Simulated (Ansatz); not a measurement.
## ScSn2Pt2: relaxing a made-up structure

This structure for ScSn2Pt2 is made up. Its elements were placed in a known structure type with a cell scaled to their sizes. What cell does the guess relax to, and how far off was it?

Program: Ansatz 0.2.0. Level of theory: DFT, r2SCAN, plane-wave PAW, files of the set soft_1, scalar-relativistic, no spin, cell and ions relaxed at zero pressure; PAW set soft_1, in the first sound run; inputs show where later runs differ. Results are calculated unless marked as measured.

## 1. The structure

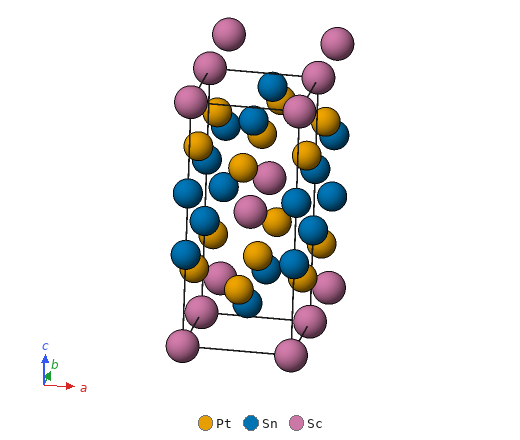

The cell as given, slightly off an axis (platinum orange, tin blue, scandium pink). 1×2×1 cells are drawn. This picture shows the conventional cell, with its axes. Some periodic images of atoms are drawn too.

## 2. Relaxing cell and atoms

The guess takes its coordinates from another compound and its volume from a rule, so the cell and any free coordinates are relaxed together.

input.yaml reads:

```yaml
crystal:
  lattice:
    - [-2.185, 2.185, 5.1055]
    - [2.185, -2.185, 5.1055]
    - [2.185, 2.185, -5.1055]
  atoms:
    - { symbol: Pt, position: [0.25, 0.75, 0.5] }
    - { symbol: Pt, position: [0.75, 0.25, 0.5] }
    - { symbol: Sn, position: [0.6258, 0.6258, 0.0] }
    - { symbol: Sn, position: [0.3742, 0.3742, 0.0] }
    - { symbol: Sc, position: [0.0, 0.0, 0.0] }
kpoints:
  mp_grid: { grid: [9, 9, 9] }
scf:
  occupations: { method: fermi_dirac, width: 0.05 }
hamiltonian:
  xc: r2scan
  pseudopotentials: { kind: paw, azcp: { folder: soft_1 } }
relax:
  f_tol: 0.015
  max_steps: 70
  cell: {}
output:
  forces: true
  stress: true
```

On the command line:

```console
ansatz run input.yaml --threads 4 --pin off --max-ram 8192MiB --backend cpu --events-out ev --progress --plain --runs-dir out
```

Numbers of over 12 decimals in the logs are rounded to 6 here.

What it wrote:

```text
Engine: ansatz 0.2.0, x86_64-unknown-linux-gnu
Pseudopotentials: kind: paw
Pseudopotential: Pt, paw, valence charge 18, recommended cutoff 500 eV (meta_gga), soft_1/Pt.paw.azcp
Pseudopotential: Sn, paw, valence charge 14, recommended cutoff 500 eV (meta_gga), soft_1/Sn.paw.azcp
Pseudopotential: Sc, paw, valence charge 11, recommended cutoff 500 eV (meta_gga), soft_1/Sc.paw.azcp
Functional definition: r2SCAN
  parameter k0 = 0.174
  parameter k1 = 0.065
  parameter a1 = 4.9479
  exchange = r2scan_x(k0 = k0, k1 = k1, a1 = a1)
  correlation = r2scan_c
Crystal: 5 atoms, lattice volume = 97.499 Å³
Basis set: ecut = 500 eV, 2467 PW (Γ), exchange–correlation on 180×180×180 points (64 copies of the dense FFT grid, shifted against one another)
Bands: 45, of which v1, the nominal top of the filled ones, is band 38 counted from 1 (37 counted from 0)
Symmetry: 16 space group operations
Space group: I4/mmm (ITA 139), of the structure as read, at distance tolerance 4.6e-5 Å
k-points: 75 of 729
Non-local potential: Pt, projectors of the file, l = 0: 3, l = 1: 2, l = 2: 2, l = 3: 1
Non-local potential: Sn, projectors of the file, l = 0: 2, l = 1: 2, l = 2: 2, l = 3: 1
Non-local potential: Sc, projectors of the file, l = 0: 3, l = 1: 2, l = 2: 3, l = 3: 1
PAW form: soft (Blöchl's): semilocal exchange-correlation on the pseudo side does not see the compensation charge
PAW frozen core: Pt, regenerated for the run's functional (the file was generated under x = pbe(κ = 0.804, μ = 0.219515), c = pbe(β = 0.066725))
PAW frozen core: Sn, regenerated for the run's functional (the file was generated under x = pbe(κ = 0.804, μ = 0.219515), c = pbe(β = 0.066725))
PAW frozen core: Sc, regenerated for the run's functional (the file was generated under x = pbe(κ = 0.804, μ = 0.219515), c = pbe(β = 0.066725))
PAW one-centre angular grid: Pt, 590 points (default); XC on 160 Gauss nodes
PAW one-centre angular grid: Sn, 590 points (default); XC on 160 Gauss nodes
PAW one-centre angular grid: Sc, 590 points (default); XC on 224 Gauss nodes
Initial density: superposition of atomic densities (chi_scale 0.1, normalization cell, long waves kept (reshape's long-wave potential 0.01 eV rms))
Initial wavefunctions: pseudopotential atomic-orbital guess
Functional: x = r2scan, c = r2scan; τ floored in thin density (d = 2e-4 eV/Å³)
SCF iter   1: F=—  HF=-39300.586832 eV  |F-HF|=—  |Δ(HF+E_count)|=         —  Δρ=1.65e-1  dr2=6.08e1  dr2_τ=2.15e0  ethr=3.10e-3  ⟨swp⟩=6.4  Hψ=12622  notcnv=0
preconditioner: auto → Kerker (q_TF=auto, 2.612 Å⁻¹)  [metal: Δε(μ)=0.005 eV  Ē_g=12.943 eV  σ=0.050 eV  W_gap=0.03  n_scr=32 (ndim 8)  ℏωp=26.9 eV  f_vac=0.000  D(μ)=5.23/eV (n_scr^D=36)]
SCF iter   2: F=—  HF=-39296.664385 eV  |F-HF|=—  |Δ(HF+E_count)|=    3.92e0  Δρ=6.27e-2  dr2=5.66e0  dr2_τ=3.00e0  ethr=3.10e-3  ⟨swp⟩=4.0  Hψ=7852  notcnv=0  defer=9
SCF iter   3: F=—  HF=-39296.504137 eV  |F-HF|=—  |Δ(HF+E_count)|=   1.60e-1  Δρ=3.35e-2  dr2=1.63e0  dr2_τ=8.02e-2  ethr=3.10e-3  ⟨swp⟩=2.4  Hψ=4737  notcnv=0  defer=127
SCF iter   4: F=—  HF=-39296.416187 eV  |F-HF|=—  |Δ(HF+E_count)|=   8.80e-2  Δρ=2.40e-2  dr2=1.08e0  dr2_τ=4.60e-2  ethr=2.17e-3  ⟨swp⟩=3.4  Hψ=6980  notcnv=0  defer=126
SCF iter   5: F=—  HF=-39296.321342 eV  |F-HF|=—  |Δ(HF+E_count)|=   9.48e-2  Δρ=9.50e-3  dr2=1.80e-1  dr2_τ=1.93e-3  ethr=1.43e-3  ⟨swp⟩=2.5  Hψ=4193  notcnv=0  defer=89
SCF iter   6: F=—  HF=-39296.303220 eV  |F-HF|=—  |Δ(HF+E_count)|=   1.81e-2  Δρ=3.23e-3  dr2=2.33e-2  dr2_τ=2.82e-4  ethr=2.39e-4  ⟨swp⟩=2.2  Hψ=3880  notcnv=0  defer=84
SCF iter   7: F=—  HF=-39296.300759 eV  |F-HF|=—  |Δ(HF+E_count)|=   2.46e-3  Δρ=1.01e-3  dr2=2.66e-3  dr2_τ=4.70e-5  ethr=3.11e-5  ⟨swp⟩=2.1  Hψ=3869  notcnv=0  defer=79
SCF iter   8: F=—  HF=-39296.300537 eV  |F-HF|=—  |Δ(HF+E_count)|=   2.22e-4  Δρ=3.84e-4  dr2=3.88e-4  dr2_τ=7.30e-6  ethr=3.54e-6  ⟨swp⟩=1.7  Hψ=3558  notcnv=0  defer=79
SCF iter   9: F=—  HF=-39296.300509 eV  |F-HF|=—  |Δ(HF+E_count)|=   2.78e-5  Δρ=1.54e-4  dr2=5.50e-5  dr2_τ=1.44e-6  ethr=5.17e-7  ⟨swp⟩=1.6  Hψ=3383  notcnv=0  defer=79
SCF iter  10: F=—  HF=-39296.300469 eV  |F-HF|=—  |Δ(HF+E_count)|=   3.97e-5  Δρ=3.04e-5  dr2=2.03e-6  dr2_τ=3.75e-8  ethr=7.33e-8  ⟨swp⟩=1.8  Hψ=3623  notcnv=0  defer=79
SCF iter  11: F=-39296.300469 eV  HF=-39296.300469 eV  |F-HF|=5.02e-9  |Δ(HF+E_count)|=   1.31e-7  Δρ=9.01e-6  dr2=6.43e-8  dr2_τ=5.91e-9  ethr=1.33e-10  ⟨swp⟩=3.9  Hψ=13830  notcnv=0
SCF 1 converged in 11 iterations: F = -39296.300469 eV  dr2 = 6.43e-8
  greatest PAW one-centre occupation: 1.000 electrons in one spin orbital (limit 2), on the Pt atom at site 1 (counted from 0), in its partial waves of l = 0
relax step   1: F+E_penalty+E_count = -39296.30046945 eV  Δ(F+E_penalty+E_count) = +0.000e0 eV  max|allowed force component| = 5.148e-1 eV/Å  Δτ_max = 0.0000 Å  P = +15.462 GPa  Ω = 97.499 Å³  (11 SCF iters, dr2 threshold 1.00e-7 eV, accepted)
Crystal: 5 atoms, lattice volume = 110.899 Å³
Basis set: ecut = 500 eV, 2823 PW (Γ), exchange–correlation on 180×180×180 points (64 copies of the dense FFT grid, shifted against one another)
Initial density: handed on by an earlier stage of this run
Initial wavefunctions: those handed on with the density
iter 1 solved again at ethr=1.25e-3 eV; its pass at ethr=3.10e-3 eV (dr2=9.35e-1 eV) is discarded
SCF iter   1: F=—  HF=-39295.147369 eV  |F-HF|=—  |Δ(HF+E_count)|=         —  Δρ=1.86e-2  dr2=9.40e-1  dr2_τ=1.03e0  ethr=1.25e-3  ⟨swp⟩=1.2  Hψ=17328  notcnv=0
preconditioner: auto → Kerker (q_TF=auto, 2.556 Å⁻¹)  [metal: Δε(μ)=0.029 eV  Ē_g=13.136 eV  σ=0.050 eV  W_gap=0.14  n_scr=32 (ndim 8)  ℏωp=25.2 eV  f_vac=0.000  D(μ)=2.92/eV (n_scr^D=14)]
SCF iter   2: F=—  HF=-39296.718816 eV  |F-HF|=—  |Δ(HF+E_count)|=    1.57e0  Δρ=7.13e-3  dr2=7.32e-2  dr2_τ=4.75e-2  ethr=1.25e-3  ⟨swp⟩=2.1  Hψ=5210  notcnv=0
SCF iter   3: F=—  HF=-39296.717577 eV  |F-HF|=—  |Δ(HF+E_count)|=   1.24e-3  Δρ=3.62e-3  dr2=3.24e-2  dr2_τ=8.68e-4  ethr=9.75e-5  ⟨swp⟩=2.0  Hψ=4445  notcnv=0  defer=68
SCF iter   4: F=—  HF=-39296.715287 eV  |F-HF|=—  |Δ(HF+E_count)|=   2.29e-3  Δρ=1.61e-3  dr2=1.13e-2  dr2_τ=1.03e-4  ethr=4.32e-5  ⟨swp⟩=2.4  Hψ=4681  notcnv=0  defer=68
SCF iter   5: F=—  HF=-39296.714097 eV  |F-HF|=—  |Δ(HF+E_count)|=   1.19e-3  Δρ=4.91e-4  dr2=6.71e-4  dr2_τ=2.10e-5  ethr=1.51e-5  ⟨swp⟩=2.2  Hψ=4186  notcnv=0  defer=68
SCF iter   6: F=—  HF=-39296.714088 eV  |F-HF|=—  |Δ(HF+E_count)|=   8.34e-6  Δρ=1.99e-4  dr2=1.14e-4  dr2_τ=3.27e-6  ethr=8.94e-7  ⟨swp⟩=2.1  Hψ=5456  notcnv=0  defer=68
[...]
SCF iter   1: F=—  HF=-39296.705079 eV  |F-HF|=—  |Δ(HF+E_count)|=         —  Δρ=3.21e-3  dr2=2.85e-2  dr2_τ=3.13e-2  ethr=3.76e-5  ⟨swp⟩=1.2  Hψ=15003  notcnv=0
preconditioner: auto → Kerker (q_TF=auto, 2.566 Å⁻¹)  [metal: Δε(μ)=0.015 eV  Ē_g=13.062 eV  σ=0.050 eV  W_gap=0.07  n_scr=32 (ndim 8)  ℏωp=25.5 eV  f_vac=0.000  D(μ)=2.77/eV (n_scr^D=14)]
SCF iter   2: F=—  HF=-39296.748917 eV  |F-HF|=—  |Δ(HF+E_count)|=   4.38e-2  Δρ=1.08e-3  dr2=1.07e-3  dr2_τ=1.18e-3  ethr=3.76e-5  ⟨swp⟩=2.0  Hψ=4960  notcnv=0
SCF iter   3: F=—  HF=-39296.749161 eV  |F-HF|=—  |Δ(HF+E_count)|=   2.45e-4  Δρ=5.55e-4  dr2=6.16e-4  dr2_τ=1.38e-5  ethr=1.43e-6  ⟨swp⟩=2.5  Hψ=5090  notcnv=0
SCF iter   4: F=—  HF=-39296.749124 eV  |F-HF|=—  |Δ(HF+E_count)|=   3.69e-5  Δρ=1.75e-4  dr2=1.13e-4  dr2_τ=1.09e-6  ethr=8.21e-7  ⟨swp⟩=2.3  Hψ=4594  notcnv=0
SCF iter   5: F=—  HF=-39296.749071 eV  |F-HF|=—  |Δ(HF+E_count)|=   5.32e-5  Δρ=5.85e-5  dr2=1.14e-5  dr2_τ=3.11e-7  ethr=1.50e-7  ⟨swp⟩=2.0  Hψ=4456  notcnv=0
SCF iter   6: F=—  HF=-39296.749071 eV  |F-HF|=—  |Δ(HF+E_count)|=   3.36e-7  Δρ=2.27e-5  dr2=9.32e-7  dr2_τ=2.25e-8  ethr=1.52e-8  ⟨swp⟩=2.2  Hψ=4318  notcnv=0
SCF iter   7: F=-39296.749071 eV  HF=-39296.749071 eV  |F-HF|=3.99e-8  |Δ(HF+E_count)|=   4.97e-7  Δρ=8.01e-6  dr2=9.48e-8  dr2_τ=4.70e-9  ethr=6.67e-10  ⟨swp⟩=5.0  Hψ=11066  notcnv=0
SCF 3 converged in 7 iterations: F = -39296.749071 eV  dr2 = 9.48e-8
relax step   3: F+E_penalty+E_count = -39296.74907144 eV  Δ(F+E_penalty+E_count) = -3.500e-2 eV  max|allowed force component| = 4.033e-2 eV/Å  Δτ_max = 0.0085 Å  P = -0.585 GPa  Ω = 108.469 Å³  energy of the carried Pulay correction = -2.625e-3 eV  (7 SCF iters, dr2 threshold 5.00e-7 eV, accepted)
[...]
relax step   4: F+E_penalty+E_count = -39296.75060971 eV  Δ(F+E_penalty+E_count) = -1.538e-3 eV  max|allowed force component| = 4.929e-3 eV/Å  Δτ_max = 0.0046 Å  P = +0.059 GPa  Ω = 107.785 Å³  energy of the carried Pulay correction = -2.470e-3 eV  (6 SCF iters, dr2 threshold 5.00e-7 eV, accepted)
[...]
relax step   5: F+E_penalty+E_count = -39296.75079131 eV  Δ(F+E_penalty+E_count) = -1.816e-4 eV  max|allowed force component| = 8.789e-3 eV/Å  Δτ_max = 0.0015 Å  P = +0.036 GPa  Ω = 107.777 Å³  energy of the carried Pulay correction = -2.468e-3 eV  (6 SCF iters, dr2 threshold 8.73e-8 eV, accepted)
[...]
relax step   6: F+E_penalty+E_count = -39296.75115219 eV  Δ(F+E_penalty+E_count) = -3.609e-4 eV  max|allowed force component| = 1.823e-3 eV/Å  Δτ_max = 0.0077 Å  P = -0.004 GPa  Ω = 107.652 Å³  energy of the carried Pulay correction = -2.439e-3 eV  (7 SCF iters, dr2 threshold 4.02e-8 eV, accepted)
Basis set: ecut = 500 eV, 2751 PW (Γ), exchange–correlation on 192×192×192 points (64 copies of the dense FFT grid, shifted against one another)
Initial wavefunctions: pseudopotential atomic-orbital guess (no wavefunctions were taken with the density)
iter 1 solved again at ethr=1.04e-7 eV; its pass at ethr=3.10e-3 eV (dr2=7.79e-5 eV) is discarded
SCF iter   1: F=—  HF=-39296.748862 eV  |F-HF|=—  |Δ(HF+E_count)|=         —  Δρ=7.13e-4  dr2=1.48e-5  dr2_τ=4.61e-5  ethr=1.04e-7  ⟨swp⟩=4.1  Hψ=21991  notcnv=0
preconditioner: auto → Kerker (q_TF=auto, 2.569 Å⁻¹)  [metal: Δε(μ)=0.002 eV  Ē_g=13.134 eV  σ=0.050 eV  W_gap=0.01  n_scr=32 (ndim 8)  ℏωp=25.6 eV  f_vac=0.000  D(μ)=2.75/eV (n_scr^D=14)]
SCF iter   2: F=—  HF=-39296.752494 eV  |F-HF|=—  |Δ(HF+E_count)|=   3.63e-3  Δρ=3.62e-4  dr2=3.70e-6  dr2_τ=5.84e-5  ethr=1.97e-8  ⟨swp⟩=2.0  Hψ=5557  notcnv=0
SCF iter   3: F=—  HF=-39296.753986 eV  |F-HF|=—  |Δ(HF+E_count)|=   1.49e-3  Δρ=1.65e-5  dr2=1.74e-7  dr2_τ=8.53e-8  ethr=4.94e-9  ⟨swp⟩=2.0  Hψ=5782  notcnv=0
SCF iter   4: F=—  HF=-39296.753988 eV  |F-HF|=—  |Δ(HF+E_count)|=   1.62e-6  Δρ=5.63e-6  dr2=2.00e-8  dr2_τ=4.39e-9  ethr=2.32e-10  ⟨swp⟩=2.0  Hψ=5531  notcnv=0
SCF iter   5: F=—  HF=-39296.753988 eV  |F-HF|=—  |Δ(HF+E_count)|=   7.38e-8  Δρ=2.00e-6  dr2=4.21e-9  dr2_τ=1.87e-10  ethr=2.66e-11  ⟨swp⟩=2.0  Hψ=5547  notcnv=0
SCF iter   6: F=—  HF=-39296.753988 eV  |F-HF|=—  |Δ(HF+E_count)|=   1.01e-8  Δρ=6.86e-7  dr2=8.39e-10  dr2_τ=6.53e-11  ethr=5.61e-12  ⟨swp⟩=2.0  Hψ=5555  notcnv=0
SCF iter   7: F=—  HF=-39296.753988 eV  |F-HF|=—  |Δ(HF+E_count)|=  5.17e-10  Δρ=2.91e-7  dr2=1.63e-10  dr2_τ=2.09e-11  ethr=1.12e-12  ⟨swp⟩=2.0  Hψ=5526  notcnv=0
SCF iter   8: F=-39296.753988 eV  HF=-39296.753988 eV  |F-HF|=7.28e-12  |Δ(HF+E_count)|=  5.82e-11  Δρ=1.11e-7  dr2=2.22e-11  dr2_τ=4.87e-13  ethr=1.00e-12  ⟨swp⟩=5.0  Hψ=11558  notcnv=0
SCF 7 converged in 8 iterations: F = -39296.753988 eV  dr2 = 2.22e-11
relax step   7: F+E_penalty+E_count = -39296.75398786 eV  Δ(F+E_penalty+E_count) = -2.836e-3 eV  max|allowed force component| = 1.822e-3 eV/Å  Δτ_max = 0.0000 Å  P = +0.007 GPa  Ω = 107.652 Å³  stress off target by 8.72e-3 GPa  SCF on the basis re-selected at this cell (its energy is not comparable with the rows above)  (8 SCF iters)
basis re-selected at this cell: Δ(F+E_penalty+E_count) = -2.836e-3 eV, ΔP = +0.010 GPa vs the last step (what re-selecting the basis moved, of the pressure what is left beyond the Pulay correction that the steps carried, after the strain that the cell walked since its last selection, with what the two solves' SCF thresholds leave and, on support functions, any second-order correction that the steps lacked; it is no measure of the basis error at this ecutwfc). The dense FFT grid was sized anew with the basis: this SCF ran on 48×48×48 points, the steps before it on 45×45×45, so part of this shift can come from that change (see relax.cell in the input reference). [rest of the remark cut]
SCF converged after 8 iterations
Free energy (F): -39296.753988 eV
Harris-Foulkes:  -39296.753988 eV  (|F-HF|=7.28e-12)
Internal energy: -39296.731524 eV  (E = F + TS)
E sigma→0 (E₀):  -39296.742756 eV
Entropy (-TS):   -0.022464 eV (-4.493 meV/atom)
Fermi energy:    14.219218 eV
--- Per-component energies (eV) ---
  E_band       = -844.258771
  E_kinetic    = 1741.688298
  E_local      = -7415.810638  (includes V_loc(G=0)·N_el)
  E_nonlocal   = 843.802313
  E_hartree    = 3165.535957
  E_xc         = -753.378390
  E_vxc        = -887.372893  (∫ρ·V_xc dr)
  E_paw        = -28813.338444  (= ΣΔE_a)
  E_vpaw       = -1517.151689  (= ΣTr[D̂ρ^β])
  E_aug_tail   = 0.001624  (compensation charges beyond the density's cutoff)
  E_vtau       = 59.512153  (kinetic-family band-sum trace: ∫τ·v_τ [+ j·A + Jᵃ·Aᵃ] dr)
  E_ewald      = -8066.001162
  E_core_change = 0.768917  (= ΣΔE_core)
  E_smearing   = -0.022464  (= −TS)
  E_closure    = 0.000000  (closes the sum)
  Σ components = -39296.753988   (vs F -39296.753988, Δ=0.00e0)
--- Forces (eV/Å), atoms counted from 1 ---
  atom   1  Pt     0.00000000     0.00000000     0.00000000
  atom   2  Pt    -0.00000000    -0.00000000     0.00000000
  atom   3  Sn     0.00000000    -0.00000000     0.00182189
  atom   4  Sn     0.00000000     0.00000000    -0.00182189
  atom   5  Sc    -0.00000000     0.00000000     0.00000000
  max |Σ_I F_I| component: 8.67e-18 eV/Å
--- Stress (GPa, compression-positive) ---
        0.005767       0.000000      -0.000000
        0.000000       0.005767       0.000000
        0.000000       0.000000       0.008723
  P = ⅓ Tr σ = 0.0068 GPa (0.068 kbar)
--- Relaxed structure (6 steps of the walk, 6 accepted, 1 SCFs on fresh bases) ---
  F+E_penalty+E_count = -39296.75398786 eV   max|allowed force component| = 1.822e-3 eV/Å   (the final SCF, on the basis selected at the relaxed cell)
  cell:  # Å, volume = 107.6523 Å³
    - [-2.240770, 2.240770, 5.360051]
    - [2.240770, -2.240770, 5.360051]
    - [2.240770, 2.240770, -5.360051]
  atoms:
    - { symbol: Pt, position: [0.250000, 0.750000, 0.500000] }
    - { symbol: Pt, position: [0.750000, 0.250000, 0.500000] }
    - { symbol: Sn, position: [0.625609, 0.625609, 0] }
    - { symbol: Sn, position: [0.374391, 0.374391, 0] }
    - { symbol: Sc, position: [0, 0, 0] }
```

It took 33 s on 4 threads of Intel Xeon Platinum 8559C (Emerald Rapids), shared host; peak memory 1.3 GiB.

The steps of the relaxation:

```tsv
step	energy less that of the first step (eV)	largest force component (eV/Å)	pressure (GPa)	volume (Å³)
1	0.0000	0.5148	15.46	97.50
2	-0.4136	0.4176	-3.30	110.90
3	-0.4486	0.0403	-0.59	108.47
4	-0.4501	0.0049	0.06	107.79
5	-0.4503	0.0088	0.04	107.78
6	-0.4507	0.0018	0.00	107.65
7*	-0.4535	0.0018	0.01	107.65
```

Relaxation steps marked * repeat the geometry before them on a plane-wave basis chosen anew for their cell, so energy and pressure can jump there.

Forces are held to the 16 operations that the run works with; a distortion that breaks them can't arise in this run.

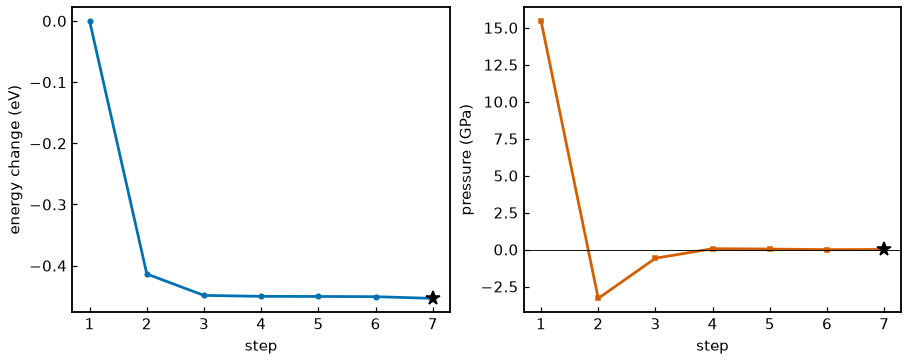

Energy and pressure along the relaxation. Stars mark steps on a basis chosen anew.

```tsv
conventional cell, symmetrised	before	after	change
a (Å)	4.370	4.482	+2.6 %
b (Å)	4.370	4.482	+2.6 %
c (Å)	10.211	10.720	+5.0 %
volume (Å³/atom)	19.50	21.53	+10.4 %
```

Numbers from this step:

```
free energy             : -39296.7540 eV
energy at zero smearing : -39296.7428 eV
smearing term TS        : 0.02246 eV
Fermi energy            : 14.22 eV
electrons               : 75
symmetry operations     : 16
pressure                : 0.006752 GPa
```

Shortest distances by pair of elements, guess and relaxed (not always the same contact):

```tsv
pair	guess (Å)	relaxed (Å)
Pt–Sn	2.526	2.608
Sn–Sn	2.569	2.693
Pt–Pt	3.090	3.169
Sc–Sn	3.346	3.443
Pt–Sc	3.360	3.493
```

The relaxation ends with a largest force component of 0.0018 eV/Å and a pressure of 0.01 GPa.

[end of part 1 of 2]

[Logs are printed without paths, hosts, clocks, repeated set-up lines and the standing remarks that a program may print on its own settings, such as how far it seeks lower states.]

[Hosts, paths, dates, database ids (printed as entryN), source tags and the programs' standing remarks are cut or masked in the printed files.]
